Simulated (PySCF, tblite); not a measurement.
# C₆H₁₅AlOSi: geometry, infrared bands and NMR shifts

Aim: predict the infrared bands and NMR shifts of C₆H₁₅AlOSi (`CC(C)(C)/C(=[CH]/[AlH2])O[SiH3]`).

Computed with tblite 0.8.0 and PySCF 2.14.0, with density-fitted response routines of our own, on a single molecule in the gas phase. Atoms count from 0, in the outputs and in this text.

## Step 1: The starting structure

24 atoms, charge 0, multiplicity 1; geometry from: force field or distance geometry start.

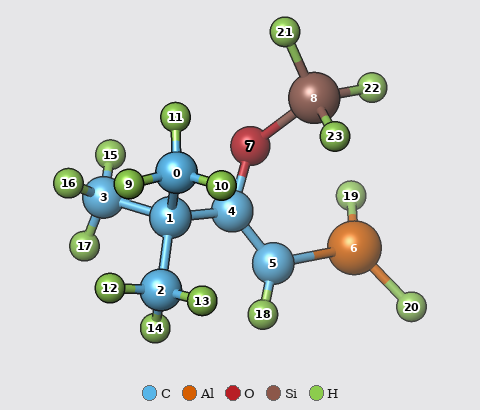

The starting geometry (carbon blue, aluminium orange, oxygen red, silicon brown, hydrogen green), atoms numbered.

## Step 2: Relaxing the molecule with GFN2-xTB

Job settings and geometry (Å):

```
{"job": {"kind": "relax", "xc": "GFN2-xTB", "basis": "xTB"}, "charge": 0, "multiplicity": 1}
C     -1.493400     0.548800     1.083200
C     -1.047200    -0.106900    -0.228600
C     -1.621200    -1.512200    -0.149600
C     -1.782500     0.611600    -1.338800
C      0.414000    -0.102000    -0.340300
C      1.164500    -1.195300    -0.456400
Al     3.127200    -1.042800    -0.625700
O      1.109300     1.132600    -0.360600
Si     1.867000     1.697500     1.101000
H     -2.610300     0.425500     1.108600
H     -1.084200     0.052400     1.977900
H     -1.266800     1.633200     1.068100
H     -2.747900    -1.367100    -0.129400
H     -1.317500    -1.968800     0.807400
H     -1.383800    -2.103600    -1.036500
H     -1.236100     1.485300    -1.689500
H     -2.770100     0.891800    -0.876700
H     -1.941900    -0.170900    -2.137400
H      0.705300    -2.171600    -0.441700
H      3.793400     0.119000    -1.491500
H      4.007500    -2.355700    -0.409600
H      1.265300     2.986200     1.506300
H      3.312100     1.804200     0.895700
H      1.525400     0.728600     2.171700
```

Started as:

```
> OMP_NUM_THREADS=1 python probes_run.py task.json out
```

This one command runs all jobs of the session in turn.

The program printed:

```text
step      E/eV     max force
  0    -744.60024    2.231
  1    -744.90411    1.538
  2    -745.06298    0.776
  3    -745.12358    0.678
  4    -745.22819    0.537
  5    -745.25538    0.493
  6    -745.31315    0.688
  7    -745.34245    0.552
  8    -745.36067    0.326
  9    -745.37821    0.325
 10    -745.39748    0.434
 11    -745.41591    0.431
 12    -745.43038    0.332
 13    -745.44095    0.251
 14    -745.44908    0.210
 15    -745.45520    0.159
 16    -745.45996    0.138
 17    -745.46456    0.162
 18    -745.47007    0.155
 19    -745.47698    0.200
 20    -745.48468    0.202
 21    -745.49191    0.254
 22    -745.49809    0.259
 23    -745.50398    0.210
 24    -745.51035    0.239
 25    -745.51650    0.206
 26    -745.52150    0.135
 27    -745.52528    0.123
 28    -745.52865    0.185
 29    -745.53273    0.222
 30    -745.53773    0.185
 31    -745.54304    0.149
 32    -745.54805    0.144
 33    -745.55320    0.182
 34    -745.55895    0.210
 35    -745.56474    0.208
 36    -745.57002    0.189
 37    -745.57424    0.211
 38    -745.57814    0.251
 39    -745.58249    0.185
 40    -745.59032    0.175
 41    -745.59494    0.230
 42    -745.60483    0.276
 43    -745.61166    0.209
 44    -745.61646    0.188
 45    -745.62044    0.239
 46    -745.62521    0.215
 47    -745.63699    0.194
 48    -745.64378    0.142
 49    -745.65234    0.151
 50    -745.65810    0.181
 51    -745.66285    0.155
 52    -745.66756    0.142
 53    -745.67154    0.119
 54    -745.67496    0.110
 55    -745.67787    0.098
 56    -745.68042    0.088
 57    -745.68227    0.067
 58    -745.68368    0.081
 59    -745.68520    0.095
 60    -745.68672    0.103
 61    -745.68810    0.089
 62    -745.68928    0.085
 63    -745.69029    0.075
 64    -745.69108    0.058
 65    -745.69163    0.048
 66    -745.69205    0.052
 67    -745.69246    0.046
 68    -745.69287    0.042
 69    -745.69319    0.034
 70    -745.69342    0.036
 71    -745.69365    0.037
 72    -745.69392    0.044
 73    -745.69421    0.031
 74    -745.69441    0.023
 75    -745.69453    0.021
 76    -745.69464    0.027
 77    -745.69477    0.030
 78    -745.69490    0.028
 79    -745.69501    0.023
 80    -745.69513    0.025
 81    -745.69530    0.028
 82    -745.69552    0.032
 83    -745.69576    0.031
 84    -745.69601    0.035
 85    -745.69627    0.030
 86    -745.69658    0.036
 87    -745.69694    0.038
 88    -745.69735    0.044
 89    -745.69787    0.054
 90    -745.69855    0.067
 91    -745.69934    0.066
 92    -745.70005    0.049
 93    -745.70055    0.053
 94    -745.70102    0.054
 95    -745.70178    0.079
 96    -745.70308    0.120
 97    -745.70492    0.150
 98    -745.70647    0.114
 99    -745.70739    0.057
100    -745.70782    0.069
101    -745.70828    0.060
102    -745.70929    0.055
103    -745.71051    0.087
104    -745.71177    0.076
105    -745.71259    0.067
106    -745.71364    0.065
107    -745.71479    0.073
108    -745.71583    0.066
109    -745.71669    0.085
110    -745.71752    0.072
111    -745.71853    0.074
112    -745.72004    0.074
113    -745.72173    0.069
114    -745.72290    0.074
115    -745.72344    0.060
116    -745.72402    0.057
117    -745.72461    0.051
118    -745.72578    0.062
119    -745.72652    0.069
120    -745.72771    0.075
121    -745.72875    0.074
122    -745.72987    0.060
123    -745.73064    0.077
124    -745.73119    0.050
125    -745.73173    0.061
126    -745.73237    0.073
127    -745.73306    0.075
128    -745.73348    0.029
129    -745.73368    0.029
130    -745.73386    0.034
131    -745.73413    0.042
132    -745.73450    0.047
133    -745.73490    0.036
134    -745.73522    0.035
135    -745.73546    0.035
136    -745.73563    0.032
137    -745.73576    0.026
138    -745.73586    0.019
139    -745.73595    0.019
140    -745.73604    0.021
141    -745.73612    0.019
142    -745.73619    0.021
143    -745.73626    0.019
144    -745.73633    0.015
145    -745.73638    0.016
146    -745.73642    0.012
147    -745.73645    0.012
148    -745.73647    0.012
149    -745.73649    0.012
150    -745.73650    0.008
```

Wall time 5.3 s (1 thread of Intel Xeon at 2.50GHz, shared host); peak memory 0.18 GiB.

Along the way: (not every step is listed)

| step | energy from step 0 (eV) | largest force (eV/Å) |
| --- | --- | --- |
| 0 | 0.0000 | 2.2315 |
| 1 | -0.3039 | 1.5378 |
| 2 | -0.4627 | 0.7759 |
| 3 | -0.5233 | 0.6780 |
| 4 | -0.6280 | 0.5371 |
| 5 | -0.6551 | 0.4932 |
| 6 | -0.7129 | 0.6884 |
| 7 | -0.7422 | 0.5518 |
| 8 | -0.7604 | 0.3257 |
| 21 | -0.8917 | 0.2538 |
| 34 | -0.9587 | 0.2096 |
| 47 | -1.0367 | 0.1939 |
| 60 | -1.0865 | 0.1027 |
| 73 | -1.0940 | 0.0311 |
| 86 | -1.0963 | 0.0362 |
| 99 | -1.1072 | 0.0573 |
| 112 | -1.1198 | 0.0745 |
| 125 | -1.1315 | 0.0609 |
| 138 | -1.1356 | 0.0190 |
| 145 | -1.1361 | 0.0156 |
| 146 | -1.1362 | 0.0117 |
| 147 | -1.1362 | 0.0118 |
| 148 | -1.1362 | 0.0119 |
| 149 | -1.1363 | 0.0117 |
| 150 | -1.1363 | 0.0077 |

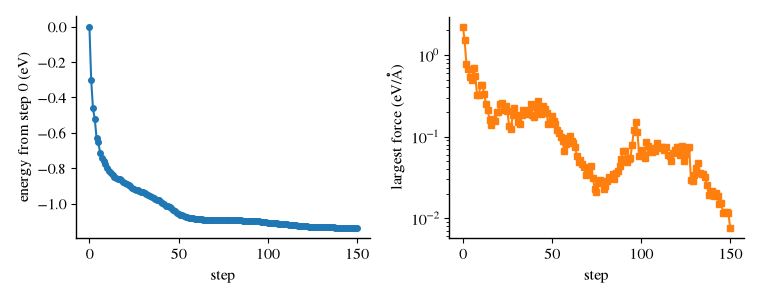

Energy and force, step by step.

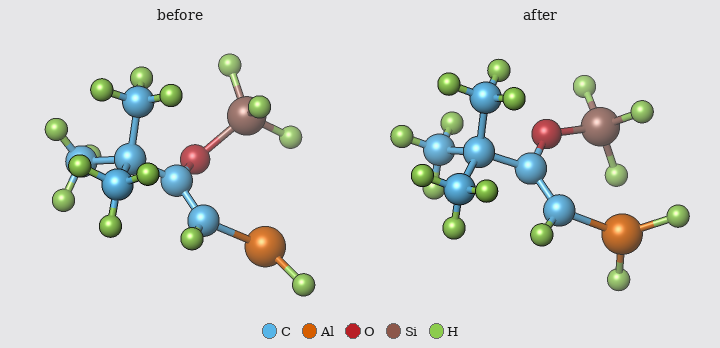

The geometry before (left) and after (right).

Distances of close pairs at the start and the end, largest changes first:

| bond | before (Å) | after (Å) | change (Å) |
| --- | --- | --- | --- |
| O7–Si8 | 1.741 | 1.609 | -0.132 |
| C1–C4 | 1.465 | 1.525 | +0.060 |
| C4–O7 | 1.417 | 1.361 | -0.056 |
| C2–H12 | 1.136 | 1.088 | -0.048 |
| C3–H17 | 1.129 | 1.088 | -0.041 |
| Al6–H20 | 1.595 | 1.556 | -0.040 |
| Al6–H19 | 1.595 | 1.556 | -0.039 |
| C3–H16 | 1.126 | 1.088 | -0.038 |

The end geometry stands in the next job.

## Step 3: Vibrational analysis with GFN2-xTB

Job settings and geometry (Å):

```
{"job": {"kind": "ir", "xc": "GFN2-xTB", "basis": "xTB"}, "charge": 0, "multiplicity": 1}
C     -1.790617     0.236964     1.280374
C     -1.241452    -0.181235    -0.090938
C     -1.770537    -1.571825    -0.440521
C     -1.705538     0.819368    -1.158658
C      0.281377    -0.130029    -0.027218
C      1.145983    -1.133845    -0.243039
Al     3.106903    -0.963461    -0.346834
O      0.700034     1.124801     0.294648
Si     2.137999     1.719821     0.701757
H     -2.878292     0.244879     1.260505
H     -1.462612    -0.460860     2.048503
H     -1.439351     1.231392     1.543455
H     -2.857675    -1.545144    -0.476322
H     -1.474496    -2.302161     0.309226
H     -1.408008    -1.894430    -1.413847
H     -1.347026     1.818281    -0.924272
H     -2.792152     0.840004    -1.205065
H     -1.321250     0.534001    -2.135879
H      0.670534    -2.081286    -0.501345
H      3.810054    -0.932138    -1.734555
H      4.061646    -1.065920     0.877026
H      1.800343     3.134168     0.725666
H      3.174223     1.404338    -0.317489
H      2.588175     1.174082     1.982377
```

The program printed:

```text
mode    cm-1     km/mol
  1      35.5      0.06
  2      63.6      0.31
  3     102.8      1.91
  4     131.0      0.20
  5     138.4      0.87
  6     182.7      1.81
  7     191.9      3.27
  8     220.9      8.93
  9     235.5      1.15
 10     242.1      1.67
 11     268.3      1.24
 12     293.1      0.72
 13     296.3      0.38
 14     316.2      0.37
 15     372.8      1.09
 16     437.6      1.79
 17     454.4     63.04
 18     507.5     18.54
 19     543.8    346.73
 20     578.0     38.08
 21     600.1    142.57
 22     635.0     32.20
 23     687.6     21.84
 24     742.6    183.24
 25     766.6    126.83
 26     776.7    149.26
 27     791.0    117.76
 28     795.3     81.95
 29     822.9    314.38
 30     844.3    286.66
 31     944.9     15.00
 32     961.1      1.21
 33     966.6      0.54
 34     967.0      2.42
 35    1033.9      0.27
 36    1039.9      1.30
 37    1109.0    249.32
 38    1225.5     43.26
 39    1226.0     80.36
 40    1238.4     71.26
 41    1276.2     14.66
 42    1399.0      4.91
 43    1401.5      3.42
 44    1423.7      3.43
 45    1485.4      0.10
 46    1493.0      0.06
 47    1497.4      0.98
 48    1499.1      4.35
 49    1507.5      3.71
 50    1514.8      7.05
 51    1592.1    223.24
 52    1724.7    408.49
 53    1735.8    196.89
 54    2032.7    448.34
 55    2255.5    233.58
 56    2350.3    257.39
 57    2952.0     15.90
 58    3024.3      8.75
 59    3025.4      2.88
 60    3027.5      0.50
 61    3029.9     26.94
 62    3032.5     86.74
 63    3035.3     75.12
 64    3038.5     37.62
 65    3045.6      4.73
 66    3049.3     45.45
```

Wall time 4.4 s (1 thread of Intel Xeon at 2.50GHz, shared host); peak memory 0.18 GiB.

The strongest bands and the atoms that carry them (share of the mass-weighted mode):

| cm⁻¹ | km/mol | atoms |
| --- | --- | --- |
| 544 | 346.7 | H20 32 %, H19 23 %, H22 11 % |
| 823 | 314.4 | H22 32 %, H23 26 % |
| 844 | 286.7 | Si8 18 %, C2 10 % |
| 1109 | 249.3 | O7 44 %, H18 37 % |
| 1725 | 408.5 | H20 59 %, H19 36 % |
| 2033 | 448.3 | H22 96 % |
| 2256 | 233.6 | H23 96 % |
| 2350 | 257.4 | H21 97 % |

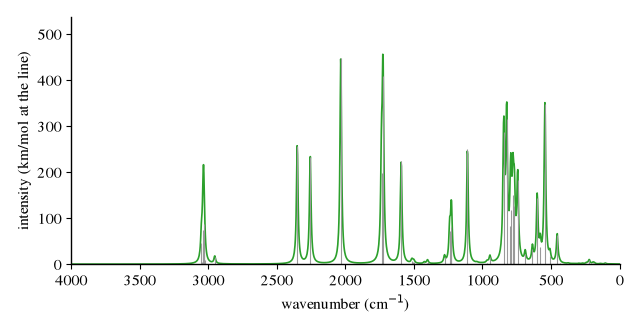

The infrared spectrum from these modes, unscaled. Lines are broadened to a width of 14 cm⁻¹ (Lorentzian).

## Step 4: Shielding tensors: PBE0/pcSseg-1

The job, as its differences from that of step 3:

```diff
@@ -1,2 +1,2 @@
-{"job": {"kind": "ir", "xc": "GFN2-xTB", "basis": "xTB"}, "charge": 0, "multiplicity": 1}
+{"job": {"kind": "nmr", "xc": "PBE0", "basis": "pcSseg-1"}, "charge": 0, "multiplicity": 1}
 C     -1.790617     0.236964     1.280374
```

Level: GIAO PBE0/pcSseg-1 NMR shielding, non-relativistic, gas phase.

The program printed:

```text
coarse grid: 20152 points
cycle   1  E = -843.9454450318  dE =  8.636e-01  |g| = 7.580e-01  |ddm| = 4.305e+00
cycle   2  E = -843.8565553872  dE =  8.889e-02  |g| = 1.023e+00  |ddm| = 1.504e+00
cycle   3  E = -844.0661612479  dE = -2.096e-01  |g| = 1.246e-01  |ddm| = 9.845e-01
cycle   4  E = -844.0685428632  dE = -2.382e-03  |g| = 5.281e-02  |ddm| = 1.344e-01
cycle   5  E = -844.0691107387  dE = -5.679e-04  |g| = 2.023e-02  |ddm| = 6.204e-02
cycle   6  E = -844.0692110033  dE = -1.003e-04  |g| = 4.719e-03  |ddm| = 2.285e-02
cycle   7  E = -844.0692165507  dE = -5.547e-06  |g| = 9.956e-04  |ddm| = 5.648e-03
final grid: 182856 points
cycle   8  E = -844.1339079816  dE = -5.889e-05  |g| = 1.200e-02  |ddm| = 4.769e-02
cycle   9  E = -844.1338807685  dE =  2.721e-05  |g| = 1.668e-02  |ddm| = 2.509e-02
cycle  10  E = -844.1339401461  dE = -5.938e-05  |g| = 1.768e-03  |ddm| = 1.480e-02
cycle  11  E = -844.1339407495  dE = -6.033e-07  |g| = 4.179e-04  |ddm| = 1.919e-03
cycle  12  E = -844.1339407809  dE = -3.143e-08  |g| = 2.047e-04  |ddm| = 6.262e-04
cycle  13  E = -844.1339407907  dE = -9.812e-09  |g| = 4.729e-05  |ddm| = 2.069e-04
cycle  14  E = -844.1339407912  dE = -5.218e-10  |g| = 1.054e-05  |ddm| = 5.286e-05
converged SCF energy = -844.1339407912

GIAO shielding tensors (ppm)
atom      isotropic    diamagn.    paramagn.     s11        s22        s33       span
  0 C      156.562     248.204     -91.642    141.116    142.354    186.215     45.100
  1 C      144.967     244.069     -99.102    135.679    140.141    159.081     23.403
  2 C      157.268     248.271     -91.003    143.104    146.349    182.353     39.249
  3 C      156.634     248.167     -91.533    140.953    142.659    186.289     45.335
  4 C        1.129     254.730    -253.601   -134.392     48.457     89.321    223.713
  5 C       84.631     259.521    -174.890     -7.459    102.498    158.855    166.315
  6 Al     326.949     796.124    -469.175    278.925    297.754    404.169    125.244
  7 O      215.260     402.997    -187.737    121.114    243.530    281.136    160.022
  8 Si     395.150     882.467    -487.318    345.125    370.711    469.614    124.489
  9 H       30.856      31.652      -0.796     27.158     28.428     36.982      9.824
 10 H       30.779      31.525      -0.747     27.557     28.013     36.766      9.209
 11 H       29.971      32.014      -2.042     25.268     29.902     34.744      9.476
 12 H       30.756      31.087      -0.331     26.880     28.714     36.673      9.792
 13 H       30.447      31.825      -1.378     27.105     28.099     36.138      9.033
 14 H       30.419      31.868      -1.449     27.035     28.182     36.041      9.006
 15 H       29.928      31.959      -2.030     25.146     29.842     34.796      9.650
 16 H       30.870      31.662      -0.791     27.211     28.425     36.975      9.764
 17 H       30.769      31.496      -0.728     27.471     28.056     36.780      9.309
 18 H       26.711      34.553      -7.842     23.902     24.822     31.409      7.507
 19 H       26.436      29.107      -2.671     24.026     24.311     30.972      6.945
 20 H       26.224      28.825      -2.601     23.345     24.977     30.351      7.007
 21 H       26.575      29.885      -3.310     22.256     25.381     32.087      9.831
 22 H       27.018      30.441      -3.423     24.038     25.678     31.339      7.301
 23 H       26.403      30.597      -4.194     23.758     24.115     31.335      7.577
```

Run time: 3.4 min. Hardware: 1 thread of Intel Xeon at 2.50GHz, shared host; peak memory 1.3 GiB.

Shifts follow as δ = σ(reference) − σ, with reference shieldings (ppm) from runs at the same level and on the same kind of geometry: 1H TMS 31.72, 13C TMS 186.9, 29Si TMS 349.2, 17O H2O 336.1, 27Al AlH4- 490.0. The references are single molecules in the gas phase, so shifts against H2O, NH3, PH3, H3PO4 or CFCl3 are not on the usual liquid scales and can be off by tens of ppm. Shifts against hydride references such as AlH4− lie on their own scale. Atoms listed in one row are averaged.

| atoms | environment | σ (ppm) | δ (ppm) |
| --- | --- | --- | --- |
| C4 | alkene carbon bearing oxygen | 1.1 | 185.8 |
| C5 | β carbon of an enol-ether or enamine type C=C | 84.6 | 102.3 |
| C1 | allylic quaternary sp3 carbon | 145.0 | 42.0 |
| C0, C2, C3 | methyl carbon | 156.8 | 30.1 |
| H19, H20 | hydrogen on an aluminium bonded to C | 26.33 | 5.39 |
| H21, H22, H23 | hydrogen on a silicon bonded to O | 26.67 | 5.05 |
| H18 | hydrogen on a β carbon of an enol-ether or enamine type C=C | 26.71 | 5.01 |
| H9, H10, H11, H12, H13 and 4 more | hydrogen on a methyl carbon | 30.53 | 1.18 |
| Al6 | aluminium bonded to C, 2 H | 326.9 | 163.0 |
| O7 | oxygen bonded to C, Si | 215.3 | 120.8 |
| Si8 | silicon bonded to O, 3 H | 395.1 | -46.0 |

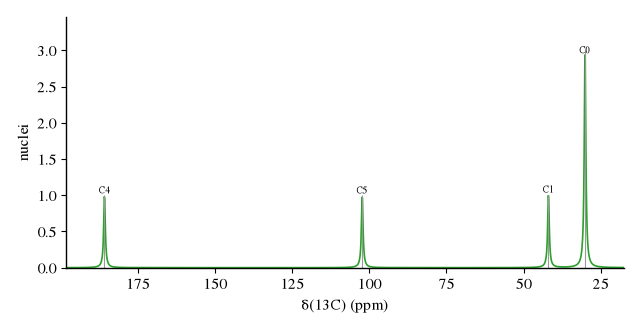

13C lines at the computed shifts, without couplings. Lines are broadened to a width of 0.62 ppm (Lorentzian).

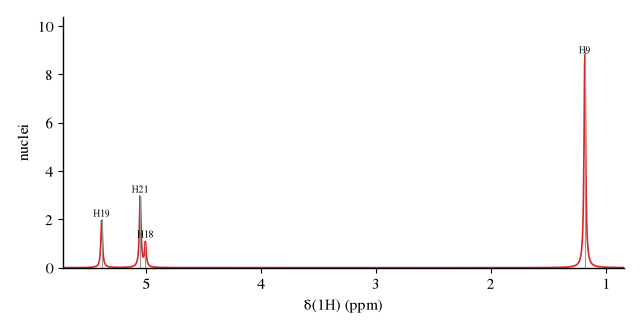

1H lines at the computed shifts, without couplings. Lines are broadened to a width of 0.02 ppm (Lorentzian).

Charges from the same density, by scheme (e):

| atoms | Mulliken | IAO | Hirshfeld | ESP fit |
| --- | --- | --- | --- | --- |
| C0, C2, C3 | -0.15 | -0.41 | -0.12 | -0.53 |
| C1 | -0.59 | 0.04 | 0.02 | 0.68 |
| C4 | 0.29 | 0.23 | 0.09 | 0.02 |
| C5 | -0.47 | -0.59 | -0.25 | -0.78 |
| Al6 | 0.77 | 0.66 | 0.42 | 0.98 |
| O7 | -0.61 | -0.60 | -0.18 | -0.26 |
| Si8 | 0.61 | 0.88 | 0.41 | 0.58 |

IAO charges:

C0 -0.41; C1 0.04; C2 -0.42; C3 -0.41; C4 0.23; C5 -0.59; Al6 0.66; O7 -0.60; Si8 0.88; H9 0.14; H10 0.14; H11 0.14; H12 0.14; H13 0.14; H14 0.14; H15 0.14; H16 0.14; H17 0.14; H18 0.16; H19 -0.22; H20 -0.22; H21 -0.10; H22 -0.13; H23 -0.12

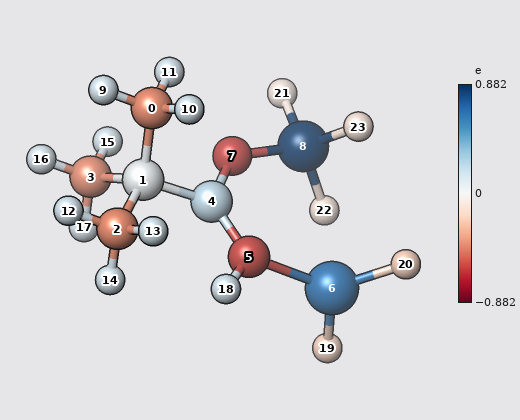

IAO charges, as colours on the atoms.

Mayer bond orders: C0–C1 1.00, C1–C2 1.05, C1–C3 1.01, C1–C4 0.90, C4–C5 1.89, C5–Al6 0.83, C4–O7 0.91, O7–Si8 0.96.

The fields below are evaluated on a grid from the run's orbitals.

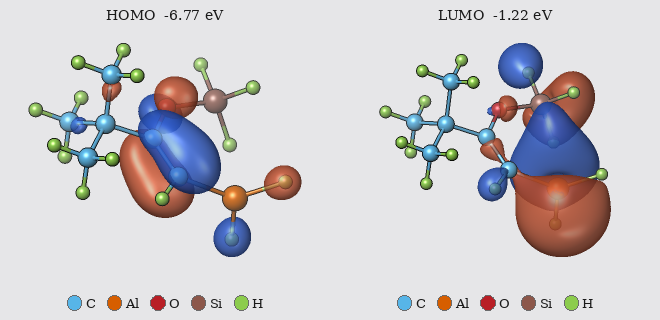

PBE0/pcSseg-1 orbitals near the gap, drawn at the value that encloses 70 % of each; the two colours are the two signs.

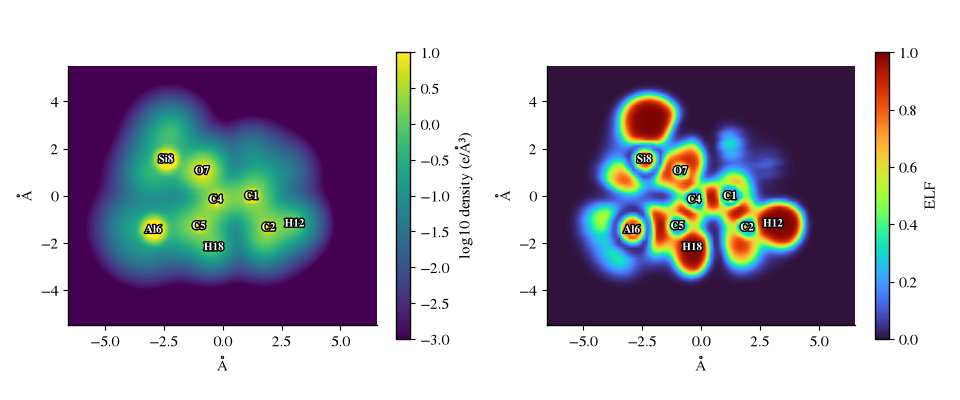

Density (left) and ELF (right) in a plane through or near 9 of the atoms.

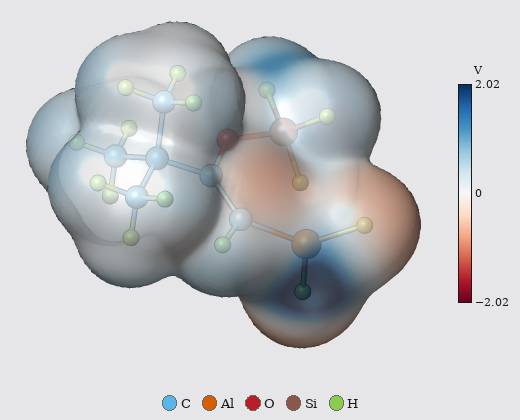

The potential that a unit positive charge feels on the 0.002 e/bohr³ surface, from -0.76 to 2.02 V.

## Step 5: Results

| quantity | value |
| --- | --- |
| strongest single infrared mode (GFN2-xTB) | 2033 cm⁻¹, 448 km/mol |
| zero-point energy (GFN2-xTB) | 114.7 kcal/mol |
| 13C shifts against TMS (PBE0/pcSseg-1, means over atoms taken as alike) | 185.8, 102.3, 42.0, 30.1 ppm |
| 1H shifts against TMS (PBE0/pcSseg-1, means over atoms taken as alike) | 5.39, 5.05, 5.01, 1.18 ppm |
| 27Al shifts against AlH4- (PBE0/pcSseg-1) | 163.0 ppm |
| 17O shifts against H2O (PBE0/pcSseg-1) | 120.8 ppm |
| 29Si shifts against TMS (PBE0/pcSseg-1) | -46.0 ppm |
| surface potential, least and greatest | -0.76 V and 2.02 V |

Relaxing lowered the energy by 1.136 eV in 150 steps; the close pair that moved most is O7–Si8, from 1.741 to 1.609 Å. All 66 modes are real, so the xTB geometry is a minimum. The strongest single mode, at 2033 cm⁻¹, moves mainly H22. Unscaled tight-binding wavenumbers are off by several per cent, some by more. Its intensities can rank the bands wrongly. The most deshielded carbon is C4 (alkene carbon bearing oxygen), at 185.8 ppm: an sp2 carbon further deshielded by the attached heteroatom. At PBE0/pcSseg-1: Shielding is most anisotropic at C4 (span 224 ppm, paramagnetic term -254 ppm). By nearest atom (PBE0/pcSseg-1), the HOMO sits on C5 38 %; C4 22 % and the LUMO on Al6 31 %; H22 15 %.
